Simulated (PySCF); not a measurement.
## C₂H₉NOSi: a changed input and its effect

System: C₂H₉NOSi, SMILES CCO[SiH2]N.
Method of run 1: GIAO PBE0/pcSseg-1 NMR shielding, non-relativistic, gas phase (PySCF 2.14.0).

The geometry comes from this level: GFN2-xTB. Text and figures count atoms from 1; the logs count them from 0 in places.

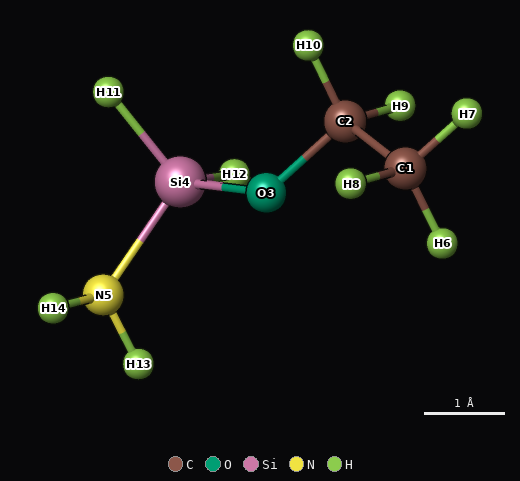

Fig. 1: The structure (ball-and-stick view, seen at a tilt; atoms are numbered from 1 in the order of the input).

**Input, run 1**
```
{"job": {"kind": "nmr", "xc": "PBE0", "basis": "pcSseg-1", "pop": true, "scf": {"conv": 1e-06}}, "charge": 0, "multiplicity": 1}
C     -2.207213     0.719907    -0.138007
C     -1.163892    -0.169255     0.523216
O      0.080732     0.045354    -0.075650
Si     1.520176    -0.639780     0.248052
N      2.698074     0.016789    -0.815017
H     -2.272128     0.489120    -1.198293
H     -3.178749     0.560703     0.321922
H     -1.926454     1.764368    -0.028357
H     -1.444014    -1.225571     0.419014
H     -1.098926     0.054824     1.595934
H      1.948975    -0.324869     1.611277
H      1.474385    -2.081287     0.000641
H      2.622269    -0.197486    -1.796136
H      2.946087     0.986711    -0.705696
```

The first line tells a small driver script what to run in PySCF; the rest is the geometry in Å.

Launched with:
```bash
OMP_NUM_THREADS=1 python <driver script> task.json out
```

Hardware: 1 CPU thread, shared host.

**Output (run 1)**
```
final grid: 104896 points
cycle   1  E = -500.6425310629  dE =  4.259e-01  |g| = 7.586e-01  |ddm| = 3.139e+00
cycle   2  E = -500.5038410002  dE =  1.387e-01  |g| = 1.142e+00  |ddm| = 1.622e+00
cycle   3  E = -500.7494932846  dE = -2.457e-01  |g| = 1.058e-01  |ddm| = 1.143e+00
cycle   4  E = -500.7512545127  dE = -1.761e-03  |g| = 4.706e-02  |ddm| = 1.015e-01
cycle   5  E = -500.7516953372  dE = -4.408e-04  |g| = 8.906e-03  |ddm| = 3.550e-02
cycle   6  E = -500.7517105398  dE = -1.520e-05  |g| = 2.996e-03  |ddm| = 7.663e-03
cycle   7  E = -500.7517125788  dE = -2.039e-06  |g| = 2.685e-04  |ddm| = 2.170e-03
cycle   8  E = -500.7517125951  dE = -1.625e-08  |g| = 8.761e-05  |ddm| = 3.620e-04
converged SCF energy = -500.7517125951

GIAO shielding tensors (ppm)
atom      isotropic    diamagn.    paramagn.     s11        s22        s33       span
  0 C      166.159     247.011     -80.852    148.727    164.178    185.571     36.844
  1 C      126.957     242.560    -115.602    100.332    113.186    167.355     67.023
  2 O      275.243     402.617    -127.374    250.427    268.163    307.139     56.711
  3 Si     385.853     881.372    -495.520    343.790    392.118    421.650     77.860
  4 N      239.768     319.934     -80.166    224.305    233.946    261.053     36.748
  5 H       30.256      29.909       0.347     26.737     28.577     35.453      8.715
  6 H       30.774      27.981       2.794     26.969     27.822     37.532     10.562
  7 H       30.256      29.911       0.345     26.736     28.581     35.450      8.714
  8 H       27.802      30.321      -2.519     22.657     27.982     32.767     10.110
  9 H       27.804      30.324      -2.520     22.655     27.986     32.770     10.116
 10 H       27.038      30.336      -3.298     23.335     25.416     32.363      9.028
 11 H       27.038      30.335      -3.297     23.330     25.420     32.362      9.032
 12 H       30.765      32.052      -1.287     24.399     26.627     41.268     16.869
 13 H       30.762      32.047      -1.285     24.404     26.614     41.267     16.863
```

For run 2 the input was changed thus:
```diff
-"basis": "pcSseg-1"
+"basis": "6-311+G(2d,p)"
-"scf": {"conv": 1e-06}
+"grid": 3
```

What does this change do to the results?

The total energy of run 2 is 72.2 kcal/mol lower, which measures the change of basis and not a stability. The HOMO goes from −7.56 to −7.67 eV. The LUMO goes from 1.22 to 0.14 eV. Of all shieldings, the largest change is that of Si4, by −9.3 ppm. The SCF takes 13 iterations against 8. The basis functions go from 137 to 197.

**Output (run 2)**
```
coarse grid: 11528 points
cycle   1  E = -500.7521232134  dE =  4.147e-01  |g| = 7.786e-01  |ddm| = 2.842e+00
cycle   2  E = -500.5817337510  dE =  1.704e-01  |g| = 1.221e+00  |ddm| = 1.415e+00
cycle   3  E = -500.8638397930  dE = -2.821e-01  |g| = 1.191e-01  |ddm| = 9.620e-01
cycle   4  E = -500.8659829148  dE = -2.143e-03  |g| = 5.628e-02  |ddm| = 1.175e-01
cycle   5  E = -500.8666019950  dE = -6.191e-04  |g| = 1.159e-02  |ddm| = 4.163e-02
cycle   6  E = -500.8666272184  dE = -2.522e-05  |g| = 3.572e-03  |ddm| = 9.504e-03
cycle   7  E = -500.8666300196  dE = -2.801e-06  |g| = 3.855e-04  |ddm| = 2.624e-03
final grid: 163672 points
cycle   8  E = -500.8667212219  dE = -4.034e-05  |g| = 1.008e-02  |ddm| = 3.713e-02
cycle   9  E = -500.8667014458  dE =  1.978e-05  |g| = 1.438e-02  |ddm| = 1.324e-02
cycle  10  E = -500.8667400583  dE = -3.861e-05  |g| = 1.414e-03  |ddm| = 8.398e-03
cycle  11  E = -500.8667404657  dE = -4.074e-07  |g| = 2.651e-04  |ddm| = 1.192e-03
cycle  12  E = -500.8667404804  dE = -1.470e-08  |g| = 7.466e-05  |ddm| = 2.628e-04
cycle  13  E = -500.8667404814  dE = -9.545e-10  |g| = 2.790e-05  |ddm| = 7.285e-05
converged SCF energy = -500.8667404814

GIAO shielding tensors (ppm)
atom      isotropic    diamagn.    paramagn.     s11        s22        s33       span
  0 C      169.129     245.965     -76.836    151.624    167.382    188.382     36.758
  1 C      129.994     238.262    -108.267    103.920    115.877    170.186     66.267
  2 O      267.530     397.687    -130.157    235.993    267.618    298.979     62.986
  3 Si     376.576     876.890    -500.314    333.350    385.482    410.895     77.545
  4 N      235.424     321.258     -85.834    211.878    236.210    258.183     46.305
  5 H       30.649      30.853      -0.204     27.350     29.068     35.530      8.180
  6 H       30.975      30.235       0.740     27.298     28.133     37.494     10.196
  7 H       30.649      30.849      -0.200     27.349     29.071     35.527      8.178
  8 H       27.967      29.948      -1.981     22.955     28.255     32.691      9.736
  9 H       27.968      29.948      -1.980     22.952     28.259     32.694      9.742
 10 H       26.906      29.295      -2.388     23.347     25.429     31.943      8.596
 11 H       26.906      29.294      -2.388     23.343     25.433     31.941      8.598
 12 H       31.226      33.227      -2.000     25.571     27.411     40.697     15.127
 13 H       31.224      33.225      -2.001     25.574     27.400     40.697     15.123
```

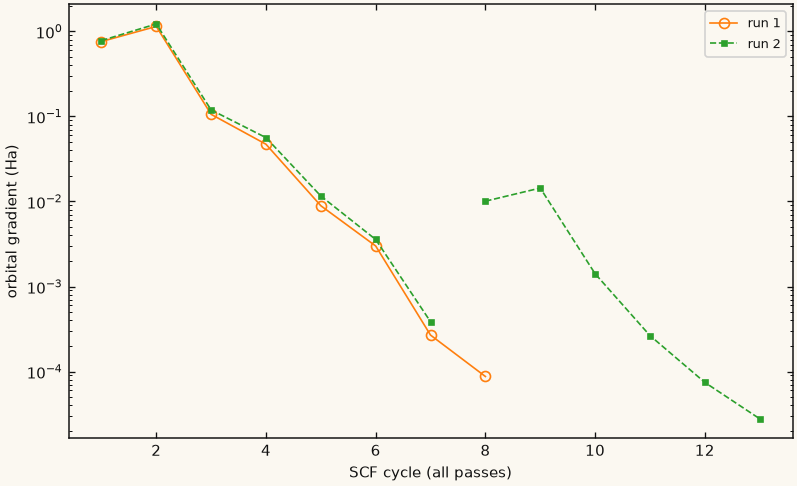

Fig. 2: Convergence of the two runs: orbital gradient against the SCF cycle. A break in a curve parts two SCF passes (coarse and final grid). Run 1 takes 8 cycles in all, and run 2 takes 13.

**The two runs side by side**

```csv
quantity,run 1,run 2
outcome,converged,converged
total energy (hartree),−500.751713,−500.866740
HOMO (eV),−7.56,−7.67
LUMO (eV),1.22,0.14
dipole moment (D),1.11,1.13
shielding of C1 (ppm),166.2,169.1
shielding of C2 (ppm),127.0,130.0
shielding of O3 (ppm),275.2,267.5
shielding of Si4 (ppm),385.9,376.6
shielding of N5 (ppm),239.8,235.4
shielding of H13 (ppm),30.8,31.2
shielding of H14 (ppm),30.8,31.2
SCF iterations,8,13
basis functions,137,197
wall time (shared host),46 s,59 s
```
